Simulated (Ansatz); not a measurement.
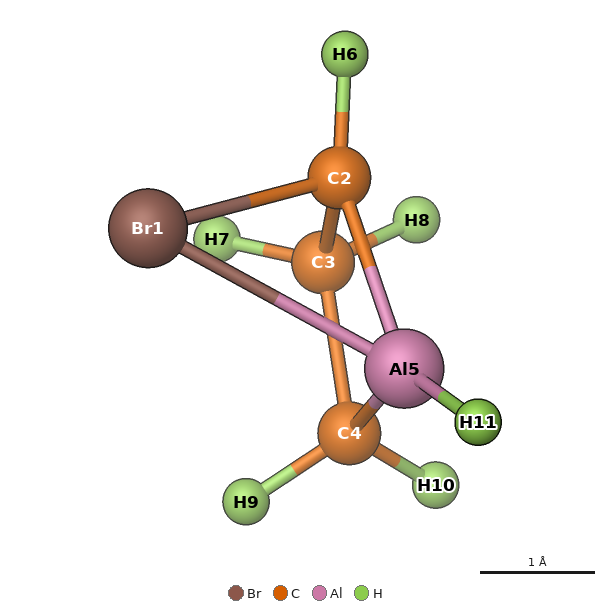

Orthographic view. Distant atoms are faded towards the background colour. The geometry was computed by an optimisation with PBE0-D4/def2-TZVP. No frequency run is at hand to confirm it as a minimum.

Give the geometry as a Z-matrix, atoms in numerical order, with these reference atoms: 2 to 1; 3 to 2, 1; 4 to 3, 2, 1; 5 to 2, 3, 4; 6 to 2, 3, 4; 7 to 3, 2, 6; 8 to 3, 7, 2; 9 to 4, 3, 7; 10 to 4, 9, 3; 11 to 5, 2, 6.

```
Br 
C    1   2.059
C    2   1.523   1   106.4
C    3   1.554   2   106.0   1   -72.4
Al   2   1.958   3    88.7   4     6.7
H    2   1.084   3   119.8   4   169.6
H    3   1.095   2   114.5   6   -63.6
H    3   1.098   7   107.1   2  -115.8
H    4   1.091   3   113.1   7   -16.7
H    4   1.091   9   107.7   3  -124.9
H    5   1.582   2   137.9   6    16.4
```
